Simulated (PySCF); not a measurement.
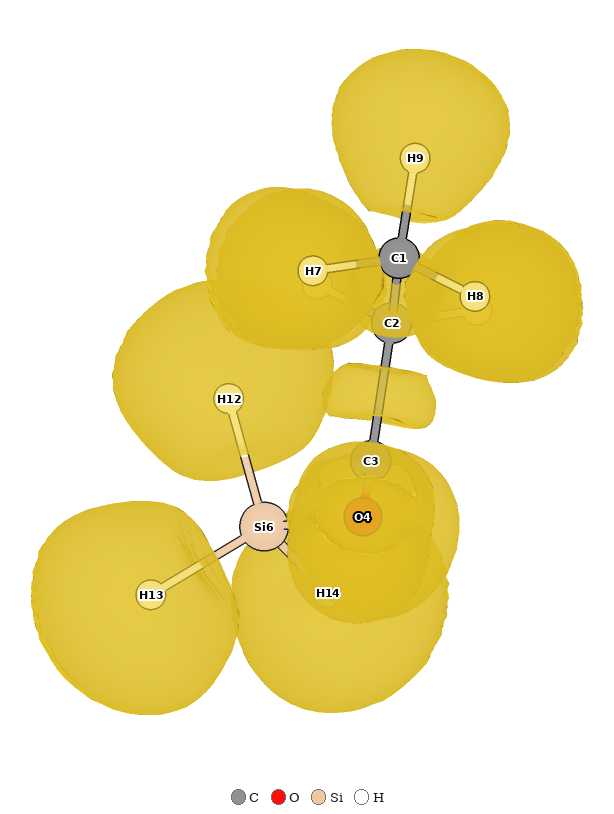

Figure 1: C3H8O2Si. Isosurface of the ELF at 0.75 (yellow), seen at an oblique angle. Only the valence region is drawn (cores and ρ < 0.01 e/Å³ removed).

Geometry: PBE0-D3(BJ)/def2-SVP.

Computed with PBE0/pcSseg-1, SCF density, gas phase, non-relativistic in PySCF 2.14.0.

Input

```
{"job": {"kind": "nmr", "xc": "PBE0", "basis": "pcSseg-1", "pop": false}, "charge": 0, "multiplicity": 1}
C     -2.122357     0.391842     0.837845
C     -0.887239    -0.283722     0.278395
C     -0.113345     0.585383    -0.681555
O     -0.429194     1.688996    -1.012470
O      0.978809    -0.024328    -1.204936
Si     2.483810    -0.463237    -0.614200
H     -1.857364     1.308607     1.383811
H     -2.808478     0.683236     0.030012
H     -2.658703    -0.278167     1.524897
H     -1.135276    -1.213514    -0.261902
H     -0.196774    -0.599379     1.080629
H      2.330585    -1.253406     0.645336
H      3.300893     0.751430    -0.334591
H      3.114634    -1.293742    -1.671270
```

Launched as:

```sh
OMP_NUM_THREADS=1 python ens_run.py task.json out
```

**Identify the bonds, lone pairs and shells in this picture.**

The surface consists of two regions between bonded C–C atoms (shared pairs), eight regions around hydrogen nuclei and two regions on O in which the atom's valence shell and bonds are merged. Along the contacts the grid gives the following. C–O (1.19 Å): the ELF peaks at about 0.85 between the atoms: a short, multiple covalent bond. C–C (1.51 Å): the ELF peaks at about 0.95 between the atoms, as expected for a covalent bond.
